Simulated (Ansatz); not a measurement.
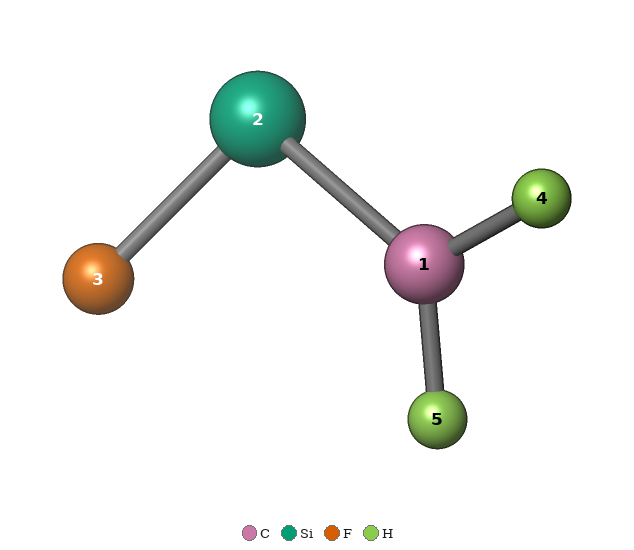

The species is neutral and a spin doublet. The geometry was computed by an optimisation with PBE0-D4/def2-TZVP. No frequency run is at hand to confirm it as a minimum.

Question: What is the geometry at Si2?

Answer: Si2 has 2 neighbours (C1 at 1.85, F3 at 1.62 Å); the arrangement is bent.

Question: How are the neighbours of atom 1 arranged?

Answer: C1 has 3 neighbours (Si2 at 1.85, H4 at 1.09, H5 at 1.09 Å); the arrangement is trigonal planar.
